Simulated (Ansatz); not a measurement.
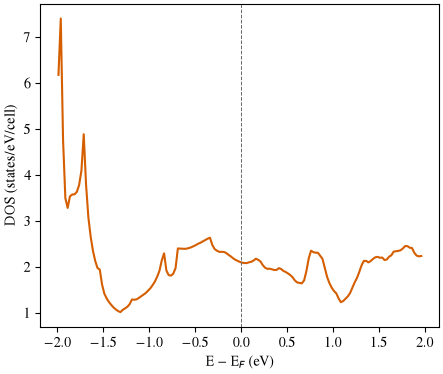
Figure. Density of states of YSi (Cmcm) near the Fermi level, Ansatz (a quantum-chemistry and plane-wave program) with PBEsol, rigid bands.

### Question
With 4 atoms a cell, what bare Sommerfeld coefficient γ = (π²/3) k_B² N(E_F) follows?

### Answer
N(E_F) ≈ 2.1 states/eV a cell at 300 K, so γ ≈ 1.24 mJ/(mol of atoms·K²), before electron-phonon enhancement.

### Question
How far does the Fermi level move in a rigid band for 0.1 electron a cell added or removed?

### Answer
48 meV and -47 meV.

A metal at this level (no band gap); rigid bands, thermally averaged at 300 K, both spins. Spin-orbit coupling is left out. Geometry: cell and atoms relaxed with PBEsol.
